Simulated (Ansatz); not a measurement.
## Pressure series in BN

Take BN in the wurtzite structure (space group P6_3mc, No. 186; a = 2.5545 Å, c = 4.2246 Å) as the base.

Cell and atoms are relaxed at each pressure.

All numbers come from PBE/PAW in Ansatz (a first-principles code), scalar-relativistic without spin-orbit coupling.

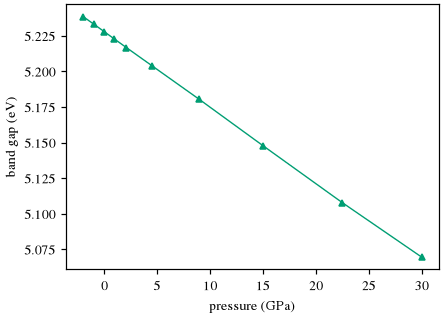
Band gap against pressure

From the plot, what is the band gap for pressure −1 GPa?

About 5.23 eV.

Is the trend monotonic over the range shown?

Yes, it falls throughout, spanning 5.07 eV to 5.24 eV.

Load acts through the strain it causes; cell and atoms are relaxed under it. No phonon test of stability was made. Competing high-pressure phases were not computed.
